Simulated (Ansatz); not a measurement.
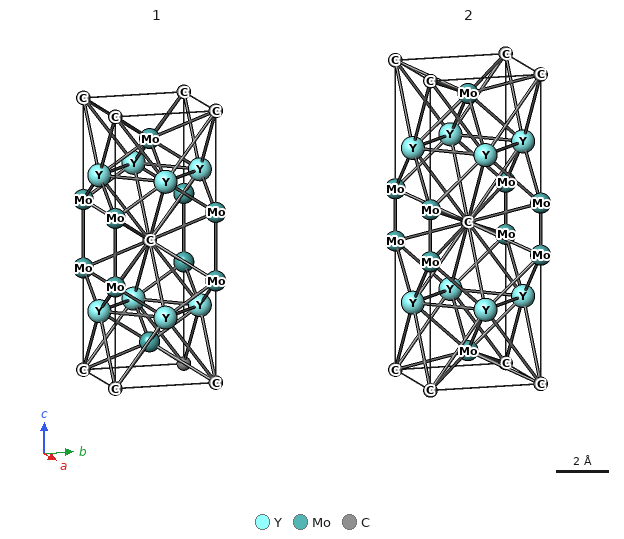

Two geometries of a crystal of Y₂Mo₂C (built on the ThCr2Si2 type) (coarse preliminary run), drawn at one scale. One is the start of a relaxation, the other its converged end. The picture is a ball-and-stick view of the conventional cell (2 times the calculation's cell), seen slightly off an axis. Lengths and directions refer to the drawn axes.

Level of theory: Ansatz 0.2.0, DFT PBE, scalar-relativistic, plane waves, PAW. Set-up: plane-wave cutoff 420 eV; k-point mesh 6 × 6 × 6; occupations gaussian; smearing width 0.1 eV; no spin polarisation; cell and atoms relaxed; force threshold 0.04 eV/Å; at most 70 steps.

### Which one is relaxed?

Structure 2 is the relaxed one. Case: ThCr2Si2 type (I4/mmm, No. 139). The largest moves relative to the cell, 0.51 Å, are those of Mo atoms. C and Y stay in place. Cell: a = b 4.073 → 4.468 Å (+9.7 %), c 10.686 → 12.165 Å (+13.8 %). Volume +37.0 %. Some distances before and after: Mo–Mo 2.693 → 2.049 Å, Mo–Y 2.430 → 3.009 Å, C–Y 3.359 → 3.773 Å, Y–Y 2.880 → 3.159 Å. Among the angles between lasting bonds that change: Y–Mo–Y 113.9° → 95.9°, Y–Mo–Y 72.7° → 63.3°, Y–Mo–Mo 123.1° → 132.1°. The space group stays I4/mmm (No. 139). After 7 accepted moves (9 points after the start) the energy has fallen by 949 meV per atom. Largest force component: 7.3 eV/Å at the start, 0.029 eV/Å at the end. The pressure goes from 23.50 to −0.08 GPa. At 2 points the geometry stayed and the basis and grid were re-selected for the new cell (energy shift of 8.3 meV per atom at most each time).
